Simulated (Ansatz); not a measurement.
**Mo (Im-3m): thermal expansion from first principles**

How much does Mo expand with temperature?

Program: Ansatz 0.2.0. Level of theory: DFT PBEsol, scalar-relativistic, plane waves, PAW; PAW set soft_1. Results are calculated unless marked as measured.

## 1. Starting point

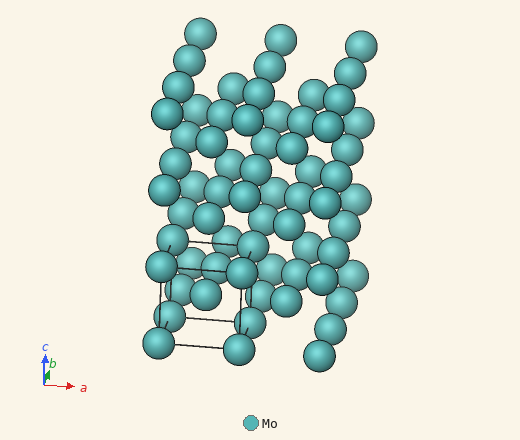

The cell as given, slightly off an axis (molybdenum teal). 2×3×3 cells are drawn. This picture shows the conventional cell, with its axes. Some periodic images of atoms are drawn too.

## 2. Probe on a coarse mesh

A cheap single point shows whether the cell is a metal or an insulator and how far it is from rest; that sets the k-mesh and the occupations of what follows.

File input.yaml:

```yaml
crystal:
  lattice:
    - [-1.573415, 1.573415, 1.573415]
    - [1.573415, -1.573415, 1.573415]
    - [1.573415, 1.573415, -1.573415]
  atoms:
    - { symbol: Mo, position: [0.0, 0.0, 0.0] }
kpoints:
  mp_grid: { grid: [8, 8, 8] }
hamiltonian:
  xc: pbesol
  pseudopotentials: { kind: paw, azcp: { folder: soft_1 }, xc_functional: pbe }
scf:
  occupations: { method: gaussian, width: 0.1 }
  lower_state_search: "off"
output:
  forces: true
  stress: true
  eigenvalues: true
```

On the command line:

```
$ ansatz run input.yaml --threads 8 --pin off --max-ram 16384MiB --backend cpu --events-out ev --progress --plain --runs-dir out
```

Numbers of over 12 decimals in the logs are rounded to 6 here.

The log of the run:

```text
Engine: ansatz 0.2.0, aarch64-unknown-linux-gnu
Pseudopotentials: kind: paw
Pseudopotential: Mo, paw, valence charge 14, recommended cutoff 420 eV (normal), soft_1/Mo.paw.azcp
Functional definition: PBEsol
  exchange = pbesol_x
  correlation = pbesol_c
Crystal: 1 atoms, lattice volume = 15.581 Å³
Basis set: ecut = 420 eV, 321 PW (Γ), exchange–correlation on 40×40×40 points (8 copies of the dense FFT grid, shifted against one another)
Bands: 11, of which v1, the nominal top of the filled ones, is band 7 counted from 1 (6 counted from 0)
Symmetry: 48 space group operations
Space group: Im-3m (ITA 229), of the structure as read, at distance tolerance 2.5e-5 Å
k-points: 29 of 512
Non-local potential: Mo, projectors of the file, l = 0: 3, l = 1: 2, l = 2: 2, l = 3: 1
PAW form: soft (Blöchl's): semilocal exchange-correlation on the pseudo side does not see the compensation charge
PAW frozen core: Mo, regenerated for the run's functional, and the local potential with it (the file was generated under x = pbe(κ = 0.804, μ = 0.219515), c = pbe(β = 0.066725))
PAW one-centre angular grid: Mo, 590 points (default); XC on 64 Gauss nodes
Initial density: superposition of atomic densities (chi_scale 0.1, normalization cell)
Initial wavefunctions: pseudopotential atomic-orbital guess
Functional: x = pbesol(κ = 0.804, μ = 0.123457), c = pbesol(β = 0.046)
SCF iter   1: F=—  HF=-4898.217886 eV  |F-HF|=—  |Δ(HF+E_count)|=         —  Δρ=1.12e-1  dr2=1.95e0  ethr=3.10e-3  ⟨swp⟩=5.0  Hψ=1763  notcnv=0
preconditioner: auto → none  [insulator: Δε(μ)=0.469 eV  Ē_g=8.706 eV  σ=0.100 eV  W_gap=1.00  n_scr=0 (ndim 8)  ℏωp=23.0 eV  f_vac=0.000  D(μ)=0.00/eV (n_scr^D=0)  ε∞_Penn≈8.0]
SCF iter   2: F=—  HF=-4897.490488 eV  |F-HF|=—  |Δ(HF+E_count)|=   7.27e-1  Δρ=3.23e-2  dr2=5.47e-2  ethr=3.10e-3  ⟨swp⟩=2.1  Hψ=845  notcnv=0  defer=4
SCF iter   3: F=—  HF=-4897.479620 eV  |F-HF|=—  |Δ(HF+E_count)|=   1.09e-2  Δρ=1.34e-2  dr2=9.20e-3  ethr=3.90e-4  ⟨swp⟩=1.0  Hψ=339  notcnv=0  defer=4
SCF iter   4: F=—  HF=-4897.477795 eV  |F-HF|=—  |Δ(HF+E_count)|=   1.83e-3  Δρ=4.18e-4  dr2=6.86e-6  ethr=6.57e-5  ⟨swp⟩=1.1  Hψ=323  notcnv=0  defer=4
SCF iter   5: F=—  HF=-4897.477834 eV  |F-HF|=—  |Δ(HF+E_count)|=   3.98e-5  Δρ=1.21e-4  dr2=4.81e-7  ethr=4.90e-8  ⟨swp⟩=2.1  Hψ=519  notcnv=0  defer=4
SCF iter   6: F=-4897.477834 eV  HF=-4897.477834 eV  |F-HF|=3.15e-8  |Δ(HF+E_count)|=   1.35e-7  Δρ=3.41e-5  dr2=5.19e-8  ethr=7.14e-10  ⟨swp⟩=5.5  Hψ=1578  notcnv=0
SCF 1 converged in 6 iterations: F = -4897.477834 eV  dr2 = 5.19e-8
  greatest PAW one-centre occupation: 0.999 electrons in one spin orbital (limit 2), on the Mo atom at site 0 (counted from 0), in its partial waves of l = 0
SCF converged after 6 iterations
Free energy (F): -4897.477834 eV
Harris-Foulkes:  -4897.477834 eV  (|F-HF|=3.15e-8)
Internal energy: -4897.473496 eV  (E = F + TS)
E sigma→0 (E₀):  -4897.475665 eV
Entropy (-TS):   -0.004339 eV (-4.339 meV/atom)
Fermi energy:    20.889066 eV
--- Per-component energies (eV) ---
  E_band       = -55.657935
  E_kinetic    = 422.226141
  E_local      = -768.857214  (includes V_loc(G=0)·N_el)
  E_nonlocal   = 149.778702
  E_hartree    = 260.658041
  E_xc         = -175.310114
  E_vxc        = -219.343604  (∫ρ·V_xc dr)
  E_paw        = -3154.199609  (= ΣΔE_a)
  E_vpaw       = -160.774696  (= ΣTr[D̂ρ^β])
  E_aug_tail   = 0.000044  (compensation charges beyond the density's cutoff)
  E_ewald      = -1631.978787
  E_core_change = 0.209300  (= ΣΔE_core)
  E_smearing   = -0.004339  (= −TS)
  E_closure    = 0.000000  (closes the sum)
  Σ components = -4897.477834   (vs F -4897.477834, Δ=0.00e0)
--- Forces (eV/Å), atoms counted from 1 ---
  atom   1  Mo    -0.00000000     0.00000000    -0.00000000
  max |Σ_I F_I| component: 3.29e-32 eV/Å
--- Stress (GPa, compression-positive) ---
       -3.822675      -0.000000       0.000000
        0.000000      -3.822675       0.000000
       -0.000000      -0.000000      -3.822675
  P = ⅓ Tr σ = -3.8227 GPa (-38.227 kbar)
--- Band table (eV; the first three rows and the last of 29) ---
  k-point 0: bands = [... 3 lower, -13.4521, 13.7401, 19.6475, 19.6475, 19.6475, 22.6694, 22.6694, 35.6977]
  k-point 1: bands = [... 3 lower, -13.4538, 14.4027, 19.2813, 19.5562, 20.2935, 22.2334, 22.6885, 36.1149]
  k-point 2: bands = [... 3 lower, -13.4580, 15.7176, 18.5075, 19.4414, 22.0858, 22.1448, 22.8334, 35.7204]
  k-point 28: bands = [... 3 lower, -14.4326, 15.5332, 15.5332, 25.0414, 25.0414, 25.0414, 30.0629, 30.0629]
```

Run time: 0.79 s. Hardware: 8 threads of Arm Neoverse V1, shared host; peak memory 0.26 GiB.

Reading the cycles: dr2 is the Hartree energy of the density residual (eV), the measure of convergence; HF is the Harris–Foulkes estimate of the energy, which meets the free energy F at convergence.

Numbers from this step:

```yaml
pressure: -3.823 GPa
volume_per_atom: 15.58 Å³/atom
gap_on_the_k_mesh: 0 eV
```

The start is under -3.8 GPa at this level and looks like a metal on this mesh.

## 3. Finding the static equilibrium

Phonons are second derivatives about a minimum, so cell and atoms are relaxed first, inside the symmetry of the start.

input.yaml: that of step 2 with these lines changed.

```diff
@@ -8,3 +8,3 @@
 kpoints:
-  mp_grid: { grid: [8, 8, 8] }
+  mp_grid: { grid: [18, 18, 18] }
 hamiltonian:
@@ -19 +19,6 @@
   eigenvalues: true
+relax:
+  adjacent_minimum: "off"
+  f_tol: 0.005
+  max_steps: 80
+  cell: { stress_tol: 0.05 }
```

The log of the run:

```text
[...]
Crystal: 1 atoms, lattice volume = 15.581 Å³
Basis set: ecut = 420 eV, 321 PW (Γ), exchange–correlation on 40×40×40 points (8 copies of the dense FFT grid, shifted against one another)
Bands: 11, of which v1, the nominal top of the filled ones, is band 7 counted from 1 (6 counted from 0)
Symmetry: 48 space group operations
[...]
k-points: 195 of 5832
[...]
SCF iter   1: F=—  HF=-4898.221642 eV  |F-HF|=—  |Δ(HF+E_count)|=         —  Δρ=1.11e-1  dr2=1.92e0  ethr=3.10e-3  ⟨swp⟩=5.0  Hψ=11957  notcnv=0
[...]
SCF iter   6: F=-4897.498628 eV  HF=-4897.498628 eV  |F-HF|=2.51e-8  |Δ(HF+E_count)|=   1.21e-7  Δρ=3.15e-5  dr2=4.22e-8  ethr=7.14e-10  ⟨swp⟩=5.0  Hψ=10118  notcnv=0
SCF 1 converged in 6 iterations: F = -4897.498628 eV  dr2 = 4.22e-8
[...]
relax step   1: F+E_penalty+E_count = -4897.49862779 eV  Δ(F+E_penalty+E_count) = +0.000e0 eV  max|allowed force component| = 0.000e0 eV/Å  Δτ_max = 0.0000 Å  P = -4.510 GPa  Ω = 15.581 Å³  (6 SCF iters, dr2 threshold 1.00e-7 eV, accepted)
Crystal: 1 atoms, lattice volume = 14.822 Å³
[...]
iter 1 solved again at ethr=3.81e-6 eV; its pass at ethr=3.10e-3 eV (dr2=5.33e-4 eV) is discarded
[...]
SCF iter   5: F=-4897.487104 eV  HF=-4897.487104 eV  |F-HF|=8.26e-10  |Δ(HF+E_count)|=   1.09e-9  Δρ=9.53e-6  dr2=5.00e-9  ethr=2.34e-10  ⟨swp⟩=2.0  Hψ=6447  notcnv=0
SCF 2 converged in 5 iterations: F = -4897.487104 eV  dr2 = 5.00e-9
relax step   2: F+E_penalty+E_count = -4897.48710389 eV  Δ(F+E_penalty+E_count) = +1.152e-2 eV  max|allowed force component| = 0.000e0 eV/Å  Δτ_max = 0.0000 Å  P = +10.063 GPa  Ω = 14.822 Å³  energy of the carried Pulay correction = +1.093e-4 eV  (5 SCF iters, dr2 threshold 1.00e-7 eV, rejected (line search))
Crystal: 1 atoms, lattice volume = 15.338 Å³
[...]
SCF iter   7: F=-4897.502321 eV  HF=-4897.502321 eV  |F-HF|=1.82e-12  |Δ(HF+E_count)|=  2.73e-12  Δρ=4.96e-8  dr2=1.06e-13  ethr=1.00e-12  ⟨swp⟩=4.4  Hψ=7167  notcnv=0
SCF 3 converged in 7 iterations: F = -4897.502321 eV  dr2 = 1.06e-13
relax step   3: F+E_penalty+E_count = -4897.50232071 eV  Δ(F+E_penalty+E_count) = -3.693e-3 eV  max|allowed force component| = 0.000e0 eV/Å  Δτ_max = 0.0000 Å  P = -0.255 GPa  Ω = 15.338 Å³  energy of the carried Pulay correction = +3.441e-5 eV  (7 SCF iters, accepted)
[...]
relax step   4: F+E_penalty+E_count = -4897.50233381 eV  Δ(F+E_penalty+E_count) = -1.310e-5 eV  max|allowed force component| = 0.000e0 eV/Å  Δτ_max = 0.0000 Å  P = +0.008 GPa  Ω = 15.324 Å³  energy of the carried Pulay correction = +3.645e-5 eV  (2 SCF iters, dr2 threshold 1.00e-7 eV, accepted)
[...]
SCF iter   4: F=-4897.502296 eV  HF=-4897.502296 eV  |F-HF|=5.46e-12  |Δ(HF+E_count)|=  2.27e-11  Δρ=3.83e-7  dr2=5.26e-12  ethr=1.00e-12  ⟨swp⟩=5.0  Hψ=7694  notcnv=0
SCF 5 converged in 4 iterations: F = -4897.502296 eV  dr2 = 5.26e-12
relax step   5: F+E_penalty+E_count = -4897.50229608 eV  Δ(F+E_penalty+E_count) = +3.773e-5 eV  max|allowed force component| = 0.000e0 eV/Å  Δτ_max = 0.0000 Å  P = +0.009 GPa  Ω = 15.324 Å³  stress off target by 9.34e-3 GPa  SCF on the basis re-selected at this cell (its energy is not comparable with the rows above)  (4 SCF iters)
basis re-selected at this cell: Δ(F+E_penalty+E_count) = +3.773e-5 eV, ΔP = +0.001 GPa vs the last step (what re-selecting the basis moved, of the pressure what is left beyond the Pulay correction that the steps carried, after the strain that the cell walked since its last selection, with what the two solves' SCF thresholds leave and, on support functions, any second-order correction that the steps lacked; it is no measure of the basis error at this ecutwfc). This SCF's stress stands 9.34e-3 GPa from its target on what of the cell is left free (relax.cell.stress_tol is 5.00e-2 GPa) and its largest allowed force component is 0.00e0 eV/Å (relax.f_tol is 5.00e-3 eV/Å): [rest of the remark cut]
SCF converged after 4 iterations
Free energy (F): -4897.502296 eV
[...]
Internal energy: -4897.499958 eV  (E = F + TS)
E sigma→0 (E₀):  -4897.501127 eV
Entropy (-TS):   -0.002338 eV (-2.338 meV/atom)
Fermi energy:    21.456518 eV
[...]
--- Stress (GPa, compression-positive) ---
        0.009337      -0.000000       0.000000
       -0.000000       0.009337       0.000000
       -0.000000      -0.000000       0.009337
  P = ⅓ Tr σ = 0.0093 GPa (0.093 kbar)
--- Band table (eV; the first three rows and the last of 195) ---
  k-point 0: bands = [... 3 lower, -12.9957, 14.0983, 20.0309, 20.0309, 20.0309, 23.1163, 23.1163, 36.1303]
  k-point 1: bands = [... 3 lower, -12.9960, 14.2387, 19.9506, 20.0182, 20.1633, 22.9955, 23.1183, 36.2373]
  k-point 2: bands = [... 3 lower, -12.9972, 14.6390, 19.7279, 19.9616, 20.5550, 22.7308, 23.1295, 36.4966]
  k-point 194: bands = [... 3 lower, -14.0266, 15.8170, 15.8170, 25.5557, 25.5557, 25.5557, 30.6065, 30.6065]
--- Relaxed structure (4 steps of the walk, 3 accepted, 1 SCFs on fresh bases) ---
  F+E_penalty+E_count = -4897.50229608 eV   max|allowed force component| = 0.000e0 eV/Å   (the final SCF, on the basis selected at the relaxed cell)
  cell:  # Å, volume = 15.3235 Å³
    - [-1.564706, 1.564706, 1.564706]
    - [1.564706, -1.564706, 1.564706]
    - [1.564706, 1.564706, -1.564706]
  atoms:
    - { symbol: Mo, position: [0.0, 0.0, 0.0] }
```

The job ended after 2 s (8 threads; peak memory 0.33 GiB).

The steps of the relaxation:

```tsv
step	energy less that of the first step (eV)	largest force component (eV/Å)	pressure (GPa)	volume (Å³)
1	0.0000	0.0000	-4.51	15.58
2	0.0115	0.0000	10.06	14.82
3	-0.0037	0.0000	-0.25	15.34
4	-0.0037	0.0000	0.01	15.32
5*	-0.0037	0.0000	0.01	15.32
```

Relaxation steps marked * repeat the geometry before them on a plane-wave basis chosen anew for their cell, so energy and pressure can jump there. Relaxation step 2 was tried and not accepted.

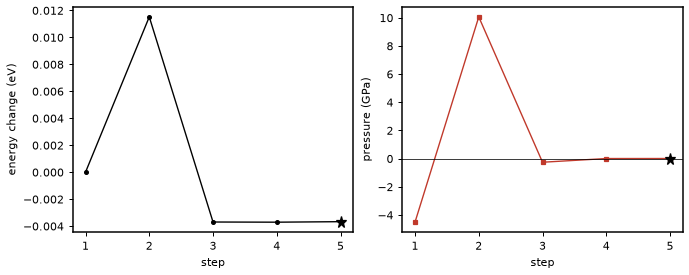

Energy and pressure along the relaxation. Stars mark steps on a basis chosen anew.

```tsv
conventional cell, symmetrised	before	after	change
a (Å)	3.147	3.129	-0.6 %
b (Å)	3.147	3.129	-0.6 %
c (Å)	3.147	3.129	-0.6 %
volume (Å³/atom)	15.58	15.32	-1.7 %
```

The relaxed structure:

```xyz
1
Lattice="-1.5647 1.5647 1.5647 1.5647 -1.5647 1.5647 1.5647 1.5647 -1.5647" Properties=species:S:1:pos:R:3 pbc="T T T"
Mo    0.0000    0.0000    0.0000
```

Numbers from this step:

```
pressure        : 0.009337 GPa
volume per atom : 15.32 Å³/atom
```

The relaxation ends with a pressure of 0.01 GPa.

## 4. Relaxing to small residual forces and stress

The relaxation is repeated with tighter thresholds on force and stress, since phonons are sensitive to what is left; a change of mesh or smearing in the input moves the cell too.

input.yaml, the sections that differ from step 3:

```yaml
crystal:
  lattice:
    - [-1.5647056952, 1.5647056952, 1.5647056952]
    - [1.5647056952, -1.5647056952, 1.5647056952]
    - [1.5647056952, 1.5647056952, -1.5647056952]
  atoms:
    - { symbol: Mo, position: [0.0, 0.0, 0.0] }
kpoints:
  mp_grid: { grid: [20, 20, 20] }
scf:
  occupations: { method: methfessel_paxton, width: 0.2 }
  lower_state_search: "off"
relax:
  adjacent_minimum: "off"
  f_tol: 0.001
  max_steps: 60
  cell: { stress_tol: 0.01 }
# hamiltonian, output: as in step 3
```

The log of the run:

```text
[...]
Crystal: 1 atoms, lattice volume = 15.324 Å³
Basis set: ecut = 420 eV, 321 PW (Γ), exchange–correlation on 40×40×40 points (8 copies of the dense FFT grid, shifted against one another)
Bands: 11, of which v1, the nominal top of the filled ones, is band 7 counted from 1 (6 counted from 0)
Symmetry: 48 space group operations
[...]
k-points: 256 of 8000
[...]
k-point 255: bands = [... 3 lower, -14.0463, 15.8047, 15.8047, 25.5322, 25.5322, 25.5322, 30.5842, 30.5842]
--- Relaxed structure (3 steps of the walk, 2 accepted, 1 SCFs on fresh bases) ---
[...]
cell:  # Å, volume = 15.3337 Å³
    - [-1.565051, 1.565051, 1.565051]
    - [1.565051, -1.565051, 1.565051]
    - [1.565051, 1.565051, -1.565051]
  atoms:
    - { symbol: Mo, position: [0.0, 0.0, 0.0] }
[key lines of the parts left out:]
SCF converged after 3 iterations
Free energy (F): -4897.504207 eV
Fermi energy:    21.438381 eV
P = ⅓ Tr σ = 0.0006 GPa (0.006 kbar)
```

The job ended after 1.9 s (8 threads; peak memory 0.35 GiB; 12 s of CPU time).

Little changed from the start: no atom moved by 0.005 Å and no cell edge by 0.1 %.

Numbers from this step:

```yaml
pressure: 6.32e-4 GPa
volume_per_atom: 15.33 Å³/atom
```

The residual pressure is 6.3e-4 GPa, small enough for phonons.

[end of part 1 of 2]

[Logs are printed without paths, hosts, clocks, repeated set-up lines and the standing remarks that a program may print on its own settings, such as how far it seeks lower states.]

[Hosts, paths, dates, database ids (printed as entryN), source tags and the programs' standing remarks are cut or masked in the printed files.]

[A step with changed settings may run another functional than the one named; its input shows which.]
